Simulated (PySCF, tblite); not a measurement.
**C₇H₈ClFSi: geometry, infrared bands and NMR shifts**

What infrared bands and NMR shifts should C₇H₈ClFSi (`FCc1cccc([SiH3])c1Cl`) show?

The runs use tblite 0.8.0 and PySCF 2.14.0, with density-fitted response routines of our own; the level of theory stands in each step. All values are computed, except where a source is named. Atoms are numbered from 0 throughout.

**1. Starting geometry**

18 atoms, charge 0, multiplicity 1; geometry from: force field or distance geometry start.

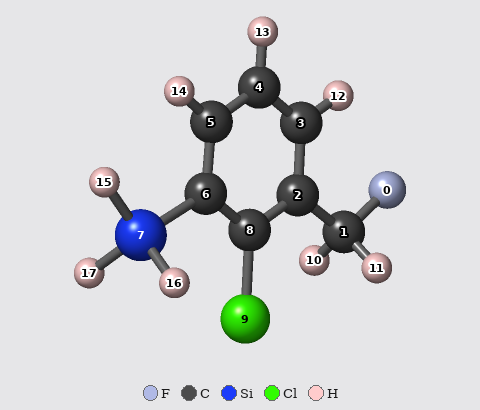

The starting geometry (fluorine light blue, carbon dark grey, silicon blue, chlorine green, hydrogen pink), atoms numbered.

**2. Relaxing the molecule with GFN2-xTB**

The job: settings as JSON, then the geometry in Å.

```
{"job": {"kind": "relax", "xc": "GFN2-xTB", "basis": "xTB"}, "charge": 0, "multiplicity": 1}
F      3.701600    -0.335200     0.051000
C      2.534700    -1.048900     0.168400
C      1.301300    -0.222000     0.038100
C      1.418700     1.165600    -0.212400
C      0.292000     1.959900    -0.334500
C     -0.984000     1.400500    -0.246200
C     -1.152600     0.023700    -0.007900
Si    -2.908900    -0.627600     0.115000
C      0.006600    -0.787300     0.135200
Cl    -0.131600    -2.496600     0.435100
H      2.564800    -1.828600    -0.597100
H      2.566000    -1.524500     1.168500
H      2.401700     1.612500    -0.273400
H      0.410400     3.026700    -0.529400
H     -1.841300     2.072000    -0.355400
H     -3.875900     0.489800    -0.070000
H     -3.153700    -1.224700     1.453000
H     -3.158600    -1.648900    -0.949600
```

The run is started by

```
OMP_NUM_THREADS=1 python probes_run.py task.json out
```

This one command runs all jobs of the session in turn.

The program printed:

```text
step      E/eV     max force
  0    -818.27426    1.368
  1    -818.34769    0.571
  2    -818.37529    0.517
  3    -818.39524    0.353
  4    -818.40255    0.254
  5    -818.40824    0.176
  6    -818.41135    0.171
  7    -818.41515    0.206
  8    -818.41857    0.160
  9    -818.42131    0.145
 10    -818.42344    0.125
 11    -818.42587    0.128
 12    -818.42881    0.180
 13    -818.43155    0.160
 14    -818.43327    0.101
 15    -818.43429    0.090
 16    -818.43532    0.082
 17    -818.43666    0.103
 18    -818.43797    0.089
 19    -818.43900    0.087
 20    -818.43985    0.092
 21    -818.44077    0.081
 22    -818.44179    0.083
 23    -818.44271    0.083
 24    -818.44335    0.052
 25    -818.44374    0.046
 26    -818.44401    0.047
 27    -818.44420    0.039
 28    -818.44438    0.028
 29    -818.44453    0.029
 30    -818.44462    0.019
 31    -818.44466    0.013
 32    -818.44468    0.010
```

It took 0.58 s on 1 thread of Arm Neoverse N1, shared host; peak memory 0.18 GiB.

The steps of the relaxation:

```
step  energy from step 0 (eV)  largest force (eV/Å)
   0                   0.0000                1.3682
   1                  -0.0734                0.5708
   2                  -0.1010                0.5174
   3                  -0.1210                0.3527
   4                  -0.1283                0.2537
   5                  -0.1340                0.1756
   6                  -0.1371                0.1712
   7                  -0.1409                0.2056
   8                  -0.1443                0.1603
   9                  -0.1470                0.1453
  10                  -0.1492                0.1245
  11                  -0.1516                0.1285
  12                  -0.1545                0.1804
  13                  -0.1573                0.1605
  14                  -0.1590                0.1014
  15                  -0.1600                0.0904
  16                  -0.1611                0.0822
  17                  -0.1624                0.1029
  18                  -0.1637                0.0890
  19                  -0.1647                0.0869
  20                  -0.1656                0.0919
  21                  -0.1665                0.0807
  22                  -0.1675                0.0827
  23                  -0.1685                0.0830
  24                  -0.1691                0.0521
  25                  -0.1695                0.0461
  26                  -0.1698                0.0475
  27                  -0.1699                0.0394
  28                  -0.1701                0.0281
  29                  -0.1703                0.0287
  30                  -0.1704                0.0193
  31                  -0.1704                0.0127
  32                  -0.1704                0.0098
```

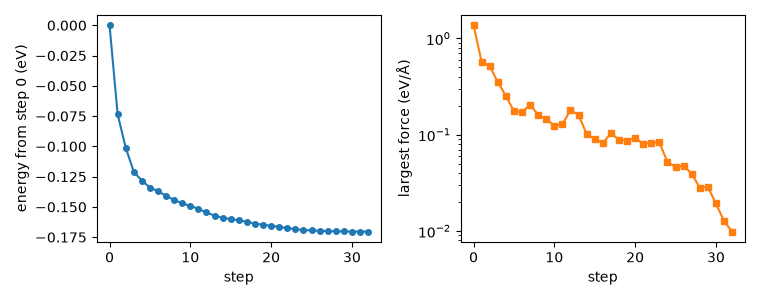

Energy and force, step by step.

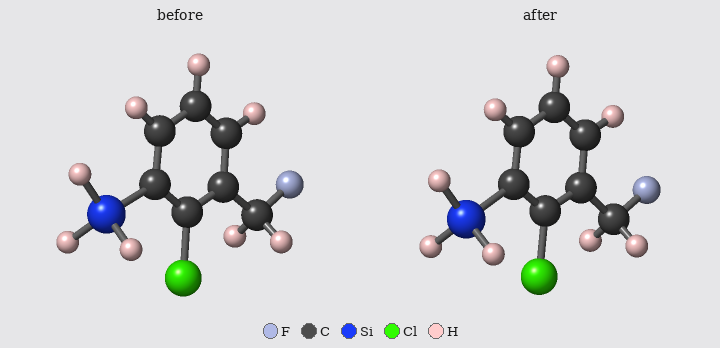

Before and after, at one scale.

Close pairs (by a distance rule), those that changed most:

```
   bond  before (Å)  after (Å)  change (Å)
  C6–C8       1.422      1.387      -0.035
Si7–H17       1.496      1.462      -0.034
  C2–C3       1.415      1.388      -0.027
  C2–C8       1.416      1.390      -0.026
Si7–H15       1.489      1.464      -0.026
Si7–H16       1.485      1.462      -0.023
  C5–C6       1.407      1.391      -0.017
 C5–H14       1.094      1.080      -0.015
```

The next job starts from the end point, and lists it.

**3. Vibrational analysis with GFN2-xTB**

The job: settings as JSON, then the geometry in Å.

```
{"job": {"kind": "ir", "xc": "GFN2-xTB", "basis": "xTB"}, "charge": 0, "multiplicity": 1}
F      3.644850    -0.405294     0.063418
C      2.460976    -1.083144     0.182510
C      1.275890    -0.172500     0.026600
C      1.421550     1.187581    -0.208748
C      0.305895     1.995630    -0.347306
C     -0.961331     1.451597    -0.250584
C     -1.147761     0.093663    -0.015232
Si    -2.859973    -0.695065     0.125224
C     -0.011154    -0.689175     0.118227
Cl    -0.221808    -2.383226     0.412315
H      2.458424    -1.861719    -0.590367
H      2.461302    -1.557313     1.171819
H      2.414142     1.604614    -0.282371
H      0.429972     3.052508    -0.530469
H     -1.828692     2.085807    -0.358277
H     -3.837729     0.378663    -0.057314
H     -3.003660    -1.292852     1.451667
H     -3.009651    -1.703458    -0.922767
```

The program printed:

```text
mode    cm-1     km/mol
  1      50.3      4.00
  2      96.9      7.31
  3     144.0      0.12
  4     144.8      0.08
  5     168.1      5.52
  6     181.7      0.34
  7     230.4      1.78
  8     277.2      4.06
  9     342.7      4.47
 10     425.4      8.95
 11     432.0      8.45
 12     461.6      1.81
 13     472.2      0.18
 14     564.2     68.61
 15     566.3     60.94
 16     632.3      2.63
 17     663.6     12.27
 18     713.4      0.87
 19     770.5    208.44
 20     782.3    139.46
 21     792.1    365.22
 22     798.7      9.94
 23     870.0     28.54
 24     900.7      0.84
 25     925.2      0.23
 26     964.0      0.01
 27    1023.7     48.52
 28    1064.4     89.05
 29    1137.4      7.63
 30    1180.9      3.11
 31    1205.8      1.38
 32    1217.5      8.08
 33    1252.9      1.96
 34    1299.6      2.59
 35    1322.1      8.47
 36    1404.6     39.37
 37    1425.5      1.95
 38    1448.2      3.74
 39    1570.2     19.70
 40    1584.5      3.47
 41    2264.0    351.46
 42    2276.2    133.26
 43    2277.0    332.20
 44    2912.9     15.34
 45    2927.9     20.53
 46    3079.4     10.86
 47    3089.9     35.17
 48    3104.2     16.13
```

Run time: 1.5 s. Hardware: 1 thread of Arm Neoverse N1, shared host; peak memory 0.18 GiB.

Which atoms move in the most intense modes:

```
cm⁻¹  km/mol                         atoms
 564    68.6            H16 29 %, H17 26 %
 770   208.4            H17 46 %, H16 45 %
 782   139.5  H15 55 %, H17 21 %, H16 21 %
 792   365.2  H15 37 %, H16 28 %, H17 26 %
1064    89.0              C1 47 %, F0 32 %
2264   351.5                      H15 96 %
2276   133.3            H17 72 %, H16 26 %
2277   332.2            H16 71 %, H17 25 %
```

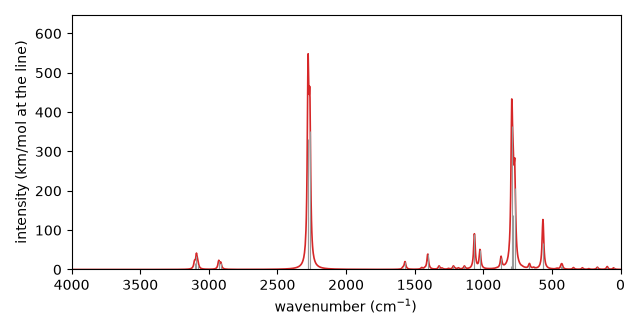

The infrared spectrum from these modes, unscaled. Lines are broadened to a width of 14 cm⁻¹ (Lorentzian).

**4. NMR shieldings: PBE0/pcSseg-1**

Same as in step 3 but for these lines:

```diff
@@ -1,2 +1,2 @@
-{"job": {"kind": "ir", "xc": "GFN2-xTB", "basis": "xTB"}, "charge": 0, "multiplicity": 1}
+{"job": {"kind": "nmr", "xc": "PBE0", "basis": "pcSseg-1"}, "charge": 0, "multiplicity": 1}
 F      3.644850    -0.405294     0.063418
```

Method: GIAO PBE0/pcSseg-1 NMR shielding, non-relativistic, gas phase.

The program printed:

```text
coarse grid: 16896 points
cycle   1  E = -1120.1984559291  dE =  1.568e+00  |g| = 5.369e-01  |ddm| = 4.366e+00
cycle   2  E = -1120.1445673112  dE =  5.389e-02  |g| = 7.656e-01  |ddm| = 1.322e+00
cycle   3  E = -1120.2534706472  dE = -1.089e-01  |g| = 1.058e-01  |ddm| = 8.684e-01
cycle   4  E = -1120.2557869471  dE = -2.316e-03  |g| = 5.496e-02  |ddm| = 1.965e-01
cycle   5  E = -1120.2565600089  dE = -7.731e-04  |g| = 1.245e-02  |ddm| = 7.894e-02
cycle   6  E = -1120.2565912180  dE = -3.121e-05  |g| = 2.939e-03  |ddm| = 1.667e-02
cycle   7  E = -1120.2565927551  dE = -1.537e-06  |g| = 1.230e-03  |ddm| = 4.008e-03
final grid: 156712 points
cycle   8  E = -1120.3210908001  dE = -4.363e-05  |g| = 7.962e-03  |ddm| = 6.081e-02
cycle   9  E = -1120.3210820369  dE =  8.763e-06  |g| = 1.002e-02  |ddm| = 2.221e-02
cycle  10  E = -1120.3211059834  dE = -2.395e-05  |g| = 1.477e-03  |ddm| = 1.308e-02
cycle  11  E = -1120.3211063773  dE = -3.939e-07  |g| = 4.884e-04  |ddm| = 1.959e-03
cycle  12  E = -1120.3211064378  dE = -6.053e-08  |g| = 1.334e-04  |ddm| = 6.864e-04
cycle  13  E = -1120.3211064421  dE = -4.349e-09  |g| = 2.725e-05  |ddm| = 1.706e-04
cycle  14  E = -1120.3211064423  dE = -1.378e-10  |g| = 9.907e-06  |ddm| = 4.557e-05
converged SCF energy = -1120.3211064423

GIAO shielding tensors (ppm)
atom      isotropic    diamagn.    paramagn.     s11        s22        s33       span
  0 F      438.601     469.095     -30.494    414.395    434.818    466.590     52.195
  1 C      101.349     238.988    -137.639     69.204     78.387    156.456     87.252
  2 C       45.234     261.707    -216.474    -43.189     21.730    157.160    200.349
  3 C       54.223     249.585    -195.362    -50.922     31.622    181.968    232.890
  4 C       54.928     254.980    -200.052    -55.285     40.828    179.242    234.527
  5 C       45.868     252.538    -206.670    -65.369     37.915    165.058    230.427
  6 C       49.022     256.765    -207.742    -36.022     13.722    169.366    205.388
  7 Si     421.942     880.920    -458.979    383.103    424.382    458.340     75.237
  8 C       40.300     255.351    -215.052    -59.621     67.360    113.161    172.782
  9 Cl     720.798    1149.077    -428.279    558.810    702.512    901.073    342.262
 10 H       25.794      27.600      -1.806     19.567     27.503     30.311     10.744
 11 H       25.793      27.602      -1.809     19.565     27.500     30.315     10.750
 12 H       23.760      31.521      -7.760     19.243     23.333     28.705      9.463
 13 H       24.075      30.526      -6.451     20.525     24.877     26.824      6.298
 14 H       23.881      31.868      -7.988     19.441     23.900     28.301      8.861
 15 H       27.435      28.712      -1.277     23.161     26.300     32.845      9.684
 16 H       27.008      28.891      -1.884     22.747     26.506     31.769      9.022
 17 H       27.007      28.888      -1.880     22.750     26.498     31.773      9.024
```

It took 85 s on 1 thread of Arm Neoverse N1, shared host; peak memory 1.1 GiB.

The references, computed at this level on geometries of the same kind, shield at (ppm): 1H TMS 31.72, 13C TMS 186.9, 29Si TMS 349.2, 19F CFCl3 170.9, 35Cl HCl 950. Their shielding less the atom's gives the shift. The references are single molecules in the gas phase, so shifts against H2O, NH3, PH3, H3PO4 or CFCl3 are not on the usual liquid scales and can be off by tens of ppm. Atoms listed in one row are averaged.

```
        atoms                                              environment  σ (ppm)  δ (ppm)  δ scaled to CDCl3
           C8                         aromatic carbon bearing chlorine     40.3    146.6              141.2
           C2                              substituted aromatic carbon     45.2    141.7              136.4
           C5                                              aromatic CH     45.9    141.1              135.8
           C6                              substituted aromatic carbon     49.0    137.9              132.7
           C3                                              aromatic CH     54.2    132.7              127.6
           C4                                              aromatic CH     54.9    132.0              126.9
           C1                 sp3 CH2 bonded to F, on an aromatic ring    101.3     85.6               81.6
          H12                               hydrogen on an aromatic CH    23.76     7.96               7.61
          H14                               hydrogen on an aromatic CH    23.88     7.84               7.49
          H13                               hydrogen on an aromatic CH    24.08     7.64               7.31
     H10, H11  hydrogen on an sp3 CH2 bonded to F, on an aromatic ring    25.79     5.92               5.69
H15, H16, H17                        hydrogen on a silicon bonded to C    27.15     4.57                  –
           F0                                fluorine on an sp3 carbon    438.6   -267.7                  –
          Si7                                 silicon bonded to C, 3 H    421.9    -72.8                  –
          Cl9                                     chlorine bonded to C      721      229                  –
```

The scaled column applies a straight-line fit of computed shieldings to shifts measured in CDCl3, with any fitted terms for Cl, Br or S neighbours, and one for carbons that bear F (root-mean-square error 0.16 ppm for H, 1.9 ppm for C).

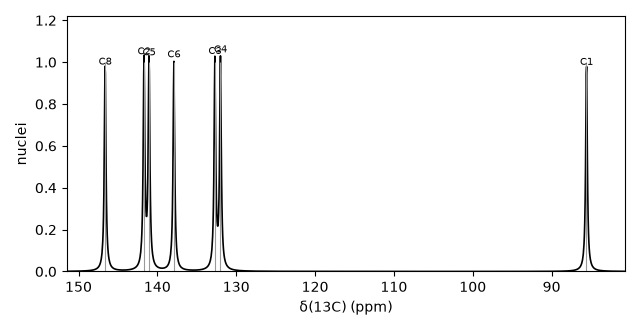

13C lines at the computed shifts, without couplings. Lines are broadened to a width of 0.24 ppm (Lorentzian).

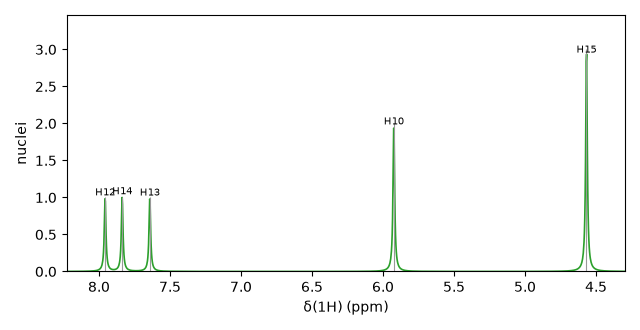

1H lines at the computed shifts, without couplings. Lines are broadened to a width of 0.01 ppm (Lorentzian).

The run also stored atomic charges by several schemes (e):

```
atoms  Mulliken    IAO  Hirshfeld  ESP fit
   F0     -0.33  -0.32      -0.10    -0.23
   C1      0.36   0.04       0.02     0.02
   C2     -0.26  -0.02      -0.01     0.33
   C3     -0.03  -0.14      -0.05    -0.30
   C4     -0.02  -0.15      -0.05    -0.07
   C5     -0.08  -0.14      -0.04    -0.28
   C6     -0.26  -0.28      -0.10     0.09
  Si7      0.59   0.60       0.29     0.36
   C8     -0.14  -0.01       0.01    -0.28
  Cl9     -0.12  -0.03       0.02    -0.05
```

IAO charges:

F0 -0.32; C1 0.04; C2 -0.02; C3 -0.14; C4 -0.15; C5 -0.14; C6 -0.28; Si7 0.60; C8 -0.01; Cl9 -0.03; H10 0.16; H11 0.16; H12 0.17; H13 0.16; H14 0.15; H15 -0.12; H16 -0.11; H17 -0.11

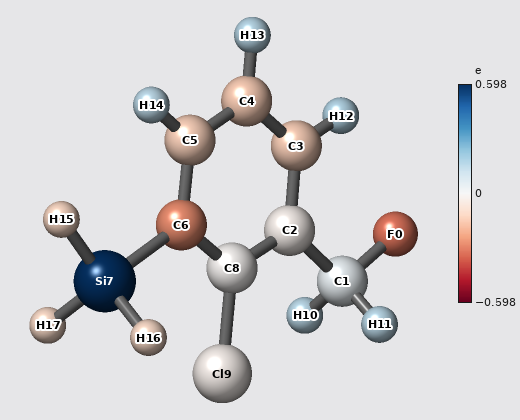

IAO charges, as colours on the atoms.

Mayer bond orders: F0–C1 0.89, C1–C2 1.03, C2–C3 1.43, C3–C4 1.42, C4–C5 1.44, C5–C6 1.43, C6–Si7 0.86, C6–C8 1.35, C8–Cl9 1.14, C8–C2 1.29.

Ring of atoms C2, C3, C4, C5, C6, C8: NICS(0) -8.7, NICS(1) -11.1, NICS(1)zz -27.3 ppm (means of both faces).

**5. Outcome**

| quantity | value |
| --- | --- |
| strongest single infrared mode (GFN2-xTB) | 792 cm⁻¹, 365 km/mol |
| zero-point energy (GFN2-xTB) | 76.4 kcal/mol |
| 13C shifts against TMS (PBE0/pcSseg-1) | 146.6, 141.7, 141.1, 137.9, 132.7, 132.0, 85.6 ppm |
| 1H shifts against TMS (PBE0/pcSseg-1, means over atoms taken as alike) | 7.96, 7.84, 7.64, 5.92, 4.57 ppm |
| 19F shifts against CFCl3 (PBE0/pcSseg-1) | -267.7 ppm |
| 29Si shifts against TMS (PBE0/pcSseg-1) | -72.8 ppm |
| 35Cl shifts against HCl (PBE0/pcSseg-1) | 229 ppm |

What this shows: Over 32 steps the energy fell by 0.170 eV; of the close pairs, C6–C8 changed most, 1.422 to 1.387 Å. All 48 modes are real, so the xTB geometry is a minimum. The strongest single mode, at 792 cm⁻¹, has its largest shares on H15, H16 and H17 (the list is cut at 3 atoms). Unscaled tight-binding wavenumbers are off by several per cent, some by more. Its intensities can rank the bands wrongly. At PBE0/pcSseg-1: The largest span, 342 ppm, is at Cl9, where the paramagnetic term is -428 ppm. NICS(1)zz of -27 ppm above the planar ring from C2 marks a diatropic (aromatic) ring current.
